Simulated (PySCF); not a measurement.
# C2H5BCl2 (SMILES ClBCCCl) at M06-2X/6-31G(d) (spherical functions)

Aim: the vertical singlet–triplet gap of C2H5BCl2 at M06-2X/6-31G* (spherical functions), from 2 runs. The job is set up through a Python script.

Program for the calculation: PySCF 2.14.0.

## (1) The structure to begin with

C2H5BCl2 has 10 atoms, charge 0, and is taken as a singlet. SMILES: `ClBCCCl`. The shape is that of a GFN2-xTB optimisation. This is one conformer, not always the lowest.

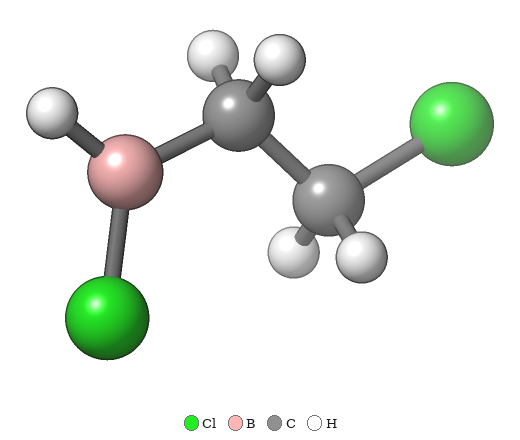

The structure, seen from a chosen angle (chlorine green, boron pink, carbon grey, hydrogen white).

## (2) A single-point energy at M06-2X/6-31G(d) (spherical functions)

The input, run.py:

```python
from pyscf import gto, dft

molecule = gto.M(
    atom='''
Cl    -3.632167    -0.459185     2.850387
B     -0.459506    -0.776564     2.759624
C      1.083966    -0.184777     0.264694
C     -0.476098     0.643641    -2.003469
Cl     1.509060     1.234161    -4.679283
H      0.595075    -1.461495     4.586838
H      2.490376     1.273845     0.679224
H      2.191893    -1.851289    -0.255982
H     -1.813287    -0.815360    -2.575508
H     -1.489293     2.397004    -1.626525
''',
    spin=0,
    verbose=3,
    max_memory=1860,
    charge=0,
    unit='bohr',
    basis='6-31g*',
)

mf = dft.RKS(molecule)
mf.xc = 'm06-2x'
mf.grids.level = 3
mf.conv_tol = 1e-10
mf.kernel()
if not mf.converged:
    mf = mf.newton().run(mf.mo_coeff, mf.mo_occ)

e_tot = mf.e_tot
print('E(%s) = %.9f' % ('M06-2X', e_tot))
```

Run with:

```
$ OMP_NUM_THREADS=1 python run.py
```

The program printed:

```text
converged SCF energy = -1024.37635564217
E(M06-2X) = -1024.376355642
```

It took 20 s on 1 thread of Arm Neoverse V1, shared host; peak memory 0.45 GiB.

## (3) The triplet at the same level

The input, start.xyz:

```xyz
10

Cl    -1.922060    -0.242990     1.508360
B     -0.243160    -0.410940     1.460330
C      0.573610    -0.097780     0.140070
C     -0.251940     0.340600    -1.060190
Cl     0.798560     0.653090    -2.476170
H      0.314900    -0.773390     2.427250
H      1.317850     0.674090     0.359430
H      1.159900    -0.979660    -0.135460
H     -0.959550    -0.431470    -1.362900
H     -0.788100     1.268440    -0.860720
```

The input, run.py:

```python
from pyscf import gto, dft

mol = gto.Mole()
mol.atom = 'start.xyz'
mol.verbose = 3
mol.max_memory = 1860
mol.spin = 2
mol.basis = '6-31g*'
mol.build()

mf = dft.UKS(mol)
mf.xc = 'm06-2x'
mf.conv_tol = 1e-10
mf.grids.level = 3
mf.kernel()
if not mf.converged:
    mf = mf.newton().run(mf.mo_coeff, mf.mo_occ)

etot = mf.e_tot
print('E = %.10f Eh' % etot)
```

Run with:

```
$ OMP_NUM_THREADS=1 python run.py
```

The program printed:

```text
WARN: HOMO -0.0611613109935156 >= LUMO -0.330384038463207

WARN: HOMO -0.127306367336037 >= LUMO -0.205192760703406

WARN: HOMO -0.145368823262213 >= LUMO -0.209102346707701

WARN: HOMO -0.15835828513683 >= LUMO -0.212836588092634

WARN: HOMO -0.156046719047588 >= LUMO -0.208035117812755

WARN: HOMO -0.157507156292167 >= LUMO -0.207712488986842

WARN: HOMO -0.158504959185704 >= LUMO -0.208076550623813

WARN: HOMO -0.158614705921408 >= LUMO -0.208060846066416

WARN: HOMO -0.158670938972253 >= LUMO -0.208107130338862

WARN: HOMO -0.158658343400032 >= LUMO -0.208124942150411

WARN: HOMO -0.158649508641311 >= LUMO -0.208130970733854

WARN: HOMO -0.158640823524218 >= LUMO -0.208129179493824

WARN: HOMO -0.158639346132804 >= LUMO -0.208130038437283

WARN: HOMO -0.158640928686896 >= LUMO -0.208131688927474

WARN: HOMO -0.158639697729075 >= LUMO -0.208131174564457

WARN: HOMO -0.158640168692145 >= LUMO -0.208131473841704

converged SCF energy = -1024.18089614073  <S^2> = 2.0048175  2S+1 = 3.00321
E = -1024.1808961407 Eh
```

It took 53 s on 1 thread of Arm Neoverse V1, shared host; peak memory 0.48 GiB.

## (4) Outcome

Level: M06-2X/6-31G* (spherical functions).

| quantity | value |
| --- | --- |
| singlet: total energy | -1024.37636 Eh |
| singlet: dipole moment | 1.59 D |
| singlet: HOMO energy | -9.41 eV |
| singlet: LUMO energy | -0.30 eV |
| singlet: HOMO–LUMO gap | 9.11 eV |
| triplet: total energy | -1024.18090 Eh |
| triplet: dipole moment | 0.54 D |
| triplet: HOMO energy (highest over α and β) | -4.32 eV |
| triplet: ⟨S²⟩ | 2.005 |
| vertical energy of the triplet above the singlet | 5.319 eV |

**Reading.** At this shape the triplet lies 5.32 eV (123 kcal/mol) above the singlet. Mulliken charges (triplet) run from -0.44 on C4 to +0.23 on H9; they depend strongly on the basis.
